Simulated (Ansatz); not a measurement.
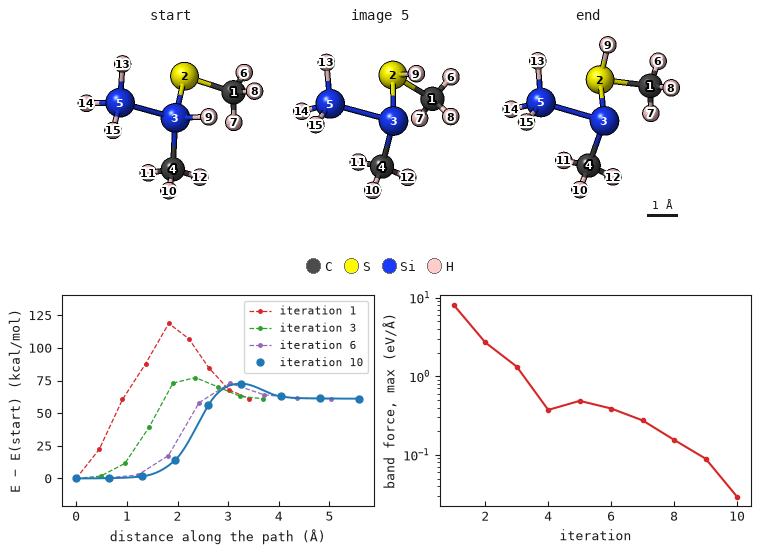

NEB run on C2H10SSi2. Images are numbered from 0 (start) to 8 (end). The plot follows the band through its iterations. Style: ball-and-stick. Shown from a free direction.

Computed with RKS revPBE-D4/STO-3G (Ansatz). Settings: 7 movable images; climbing image; force threshold 0.05 eV/Å; iteration limit 60; starting path through a guess of the saddle point.

### Judge this run.

The result is final at these settings. The band converged in 10 iterations. The largest component of the band force went from 8.1 to 0.029 eV/Å. The climbing image converged on the top of the path. Its vibrational analysis gives one imaginary mode (665i cm⁻¹), as a transition state must have. The first iteration put the highest image at 118.8 kcal/mol. The highest point, image 5, lies 72.6 kcal/mol above the start and 11.5 kcal/mol above the end; the end is at +61.1 kcal/mol relative to the start.

Limits of the set-up: STO-3G is a minimal basis, so the numbers are rough.

The run took 2.6 min on 1 thread of Intel(R) Xeon(R) 6975P-C (Granite Rapids), on a shared host, peak memory 0.12 GiB.
